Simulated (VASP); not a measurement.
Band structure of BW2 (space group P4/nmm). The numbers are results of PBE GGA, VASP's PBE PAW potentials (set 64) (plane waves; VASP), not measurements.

Unless said otherwise, spin-orbit coupling is left out, though it shifts the bands of the heavy elements here.

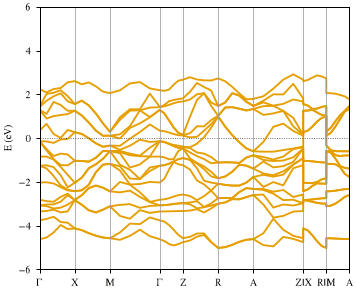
Figure: Bands along high-symmetry lines, zero at the valence-band maximum or, without a gap, the Fermi level

Q: Read the plot: is there a gap, and where are the band edges?

A: It has no gap at this level: it comes out as a metal or semimetal.

The structure was generated: BW2 was put into an ordered model structure, which need not be its known phase. The cell was not relaxed at this level. The k-mesh is coarse (spacing up to 0.37 per Å, 2π included), so the numbers may not be converged in it.
